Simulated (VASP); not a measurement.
Band structure of Tc (hcp). Computed with PBE GGA with D4 dispersion, VASP's PBE PAW potentials (set 64) (plane waves; VASP).

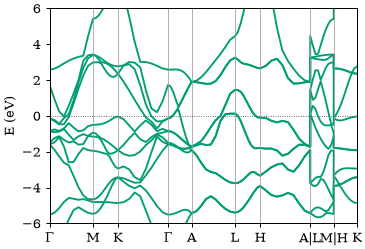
Figure: Bands along high-symmetry lines, zero at the valence-band maximum or, without a gap, the Fermi level

### Question
Read the plot: is there a gap, and where are the band edges?

### Answer
It has no gap at this level: it comes out as a metal or semimetal. (Edges off the drawn lines would not show.)

The compound is Tc in the hcp structure. It was relaxed first.
